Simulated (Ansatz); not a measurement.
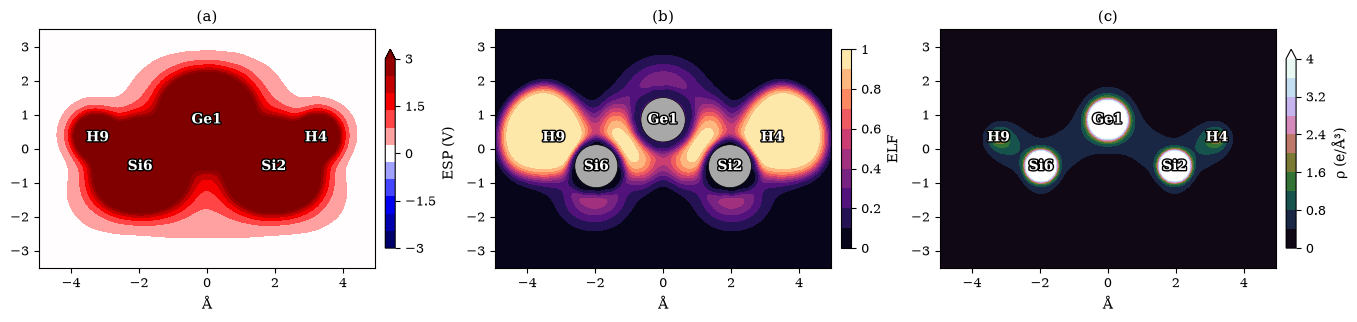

Figure. GeH₈Si₂ (Ge(SiH3)2H2). (a) electrostatic potential; (b) ELF; (c) electron density on the plane of atoms Ge1, Si6 and H9. Grey discs cover the atomic cores in the ELF map.

Geometry: PBE-D4/def2-SVP.

All numbers below come from RKS PBE0-D4/def2-TZVP in Ansatz.

Input

```
crystal:
  periodic: [false, false, false]
  atoms:
    - {symbol: Ge, position_ang: [-0.809080, 0.032293, -0.574795]}
    - {symbol: Si, position_ang: [-0.834728, -0.026658, 1.818296]}
    - {symbol: H, position_ang: [-0.153846, -1.279544, 2.300787]}
    - {symbol: H, position_ang: [-2.242904, -0.003806, 2.349673]}
    - {symbol: H, position_ang: [-0.091178, 1.163976, 2.362051]}
    - {symbol: Si, position_ang: [1.442985, 0.002358, -1.386161]}
    - {symbol: H, position_ang: [2.135548, -1.247060, -0.911356]}
    - {symbol: H, position_ang: [2.188566, 1.196789, -0.853642]}
    - {symbol: H, position_ang: [1.481481, 0.037040, -2.890540]}
    - {symbol: H, position_ang: [-1.530334, 1.315116, -1.076047]}
    - {symbol: H, position_ang: [-1.586500, -1.190504, -1.138266]}
basis:
  gaussian: {orbitals: def2-TZVP, initial_orbitals: start.molden}
hamiltonian: {xc: pbe0, dispersion: d4}
scf: {omitted_lower_state_checks: [starts]}
output: {forces: true, orbitals: {seedname: orbitals}}
```

Command:

```sh
ansatz run in.yaml --threads 4 --pin off --events-out ev --progress --plain --max-ram 3916MiB
```

**What do the fields say about this system?**

Atoms in the plane: Ge, Si and H.
Si–Ge (2.39 Å): ρ at the midpoint is about 0.59 e/Å³; the ELF peaks at about 0.95 between the atoms; a shared electron pair.
Si–H (1.51 Å): the density is about 0.77 e/Å³ at the midpoint; the ELF climbs to about 1 towards the hydrogen, as it does in any bond to H.
The potential has no marked negative region in this plane.
